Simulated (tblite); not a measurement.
# C4H8NPSi: the cost of one run

Programs: tblite 0.8.0 and PySCF 2.14.0, with density-fitted response routines of our own. Each step states its level of theory. These are calculated values for one molecule in the gas phase, unless marked as measured. Atoms count from 0, in the outputs and in this text.

## 1. The molecule as given

15 atoms, charge 0, multiplicity 1; geometry from: force field or distance geometry start.

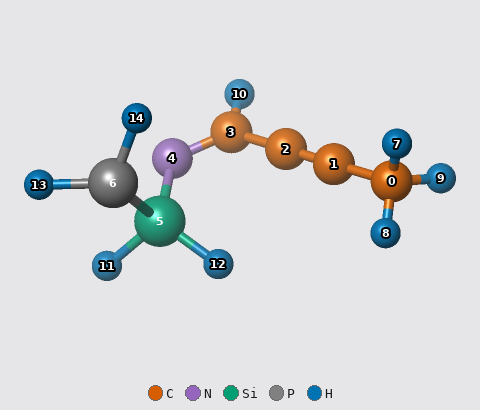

The starting geometry (carbon orange, nitrogen purple, silicon teal, phosphorus grey, hydrogen blue), atoms numbered.

## 2. Relaxing the molecule with GFN2-xTB

Job settings and geometry (Å):

```
{"job": {"kind": "relax", "xc": "GFN2-xTB", "basis": "xTB"}, "charge": 0, "multiplicity": 1}
C     -2.947800     0.586100    -0.362500
C     -1.791400    -0.290100    -0.141200
C     -0.837900    -1.026100     0.056600
C      0.261200    -1.904100     0.257400
N      1.486000    -1.591300     0.036100
Si     1.806400     0.042600    -0.597200
P      2.401400     1.498900     0.943200
H     -3.258100     1.050000     0.593200
H     -2.694200     1.289000    -1.153500
H     -3.856400     0.004800    -0.698500
H      0.056400    -2.895600     0.639900
H      3.043200    -0.126900    -1.415600
H      0.783300     0.532400    -1.510700
H      3.859600     1.444800     1.148000
H      1.683900     1.393500     2.182900
```

On the command line:

```console
> OMP_NUM_THREADS=1 python probes_run.py task.json out
```

The driver reads the jobs from task.json and runs them one after another.

Q: Estimate the wall time of this first job on 1 thread of Arm Neoverse N1, shared host.

About 1.5 s.
